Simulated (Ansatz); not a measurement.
System: TiSi$_{3}$O$_{8}$.

```cif
data_structure
_symmetry_space_group_name_H-M 'P 1'
_symmetry_Int_Tables_number 1
_cell_length_a 6.0114
_cell_length_b 6.1154
_cell_length_c 5.5039
_cell_angle_alpha 90.000
_cell_angle_beta 90.000
_cell_angle_gamma 90.000
_cell_volume 202.34
loop_
_atom_site_label
_atom_site_type_symbol
_atom_site_fract_x
_atom_site_fract_y
_atom_site_fract_z
_atom_site_occupancy
Si1 Si 0.00000 0.50000 0.25592 1
Si2 Si 0.50000 0.00000 0.25592 1
Ti1 Ti 0.00000 0.00000 0.00000 1
Ti2 Ti 0.50000 0.50000 0.00000 1
O1 O 0.20094 0.00000 0.26797 1
O2 O 0.70094 0.50000 0.26797 1
O3 O 0.29906 0.50000 0.26797 1
O4 O 0.79906 0.00000 0.26797 1
O5 O 0.00000 0.31846 0.00000 1
O6 O 0.50000 0.81846 0.00000 1
O7 O 0.00000 0.68154 0.00000 1
O8 O 0.50000 0.18154 0.00000 1
Si3 Si 0.00000 0.50000 0.74408 1
Si4 Si 0.50000 0.00000 0.74408 1
Si5 Si 0.00000 0.00000 0.50000 1
Si6 Si 0.50000 0.50000 0.50000 1
O9 O 0.20094 0.00000 0.73203 1
O10 O 0.70094 0.50000 0.73203 1
O11 O 0.29906 0.50000 0.73203 1
O12 O 0.79906 0.00000 0.73203 1
O13 O 0.00000 0.30549 0.50000 1
O14 O 0.50000 0.80549 0.50000 1
O15 O 0.00000 0.69451 0.50000 1
O16 O 0.50000 0.19451 0.50000 1
```

Space group Cmmm; a structure from a database of computed crystals, not necessarily the ambient phase; started from the rutile host prototype, which need not be the ambient phase; computed pressure about −2 GPa in this cell; computed without spin polarisation.

Computed with DFT, PBE0, plane waves, PAW in Ansatz 0.2.0.

> What will maps of the valence pseudo-density and electron localisation function show?

Si–O (1.76 Å): the density is about 0.96 e/Å³ at the midpoint; the ELF peaks at about 0.85 between the atoms.
Si–O (1.87 Å): ρ at the midpoint is about 0.75 e/Å³; the ELF peaks at about 0.85 between the atoms.
Ti–O (1.95 Å): ρ at the midpoint is about 0.73 e/Å³; the ELF peaks at about 0.85 in the valence shell of O, 0.6 Å from its nucleus, and is about 0.20 at the midpoint (no shared electron pair shows on this line).

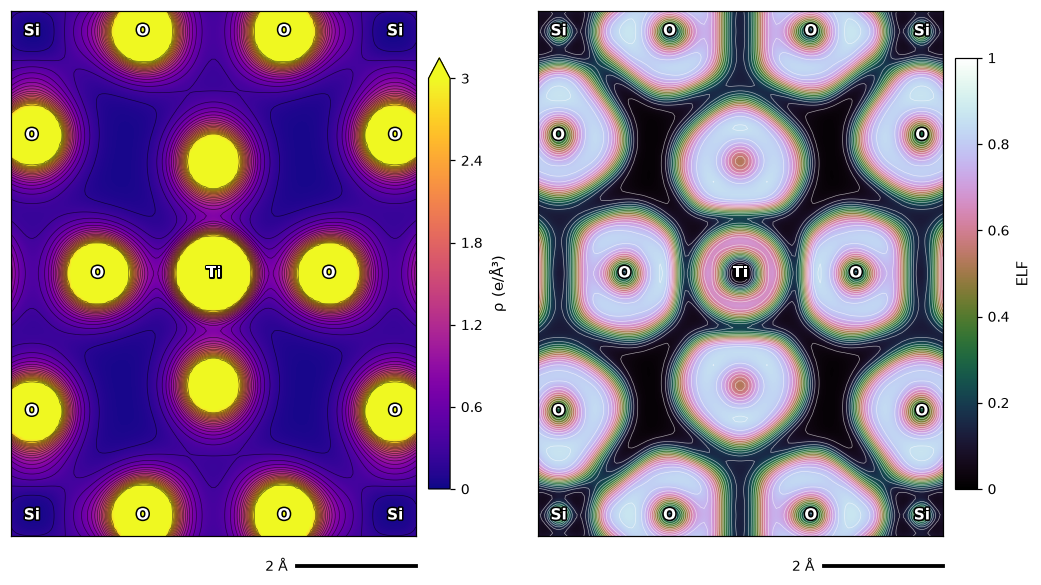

Computed valence pseudo-density and electron localisation function on the (101) plane of the conventional cell, in this order. Atoms just off the plane (O, 0.3 Å away) can leave unmarked features too.

The density is the valence pseudo-density of a PAW calculation; it isn't the true density close to the nuclei.
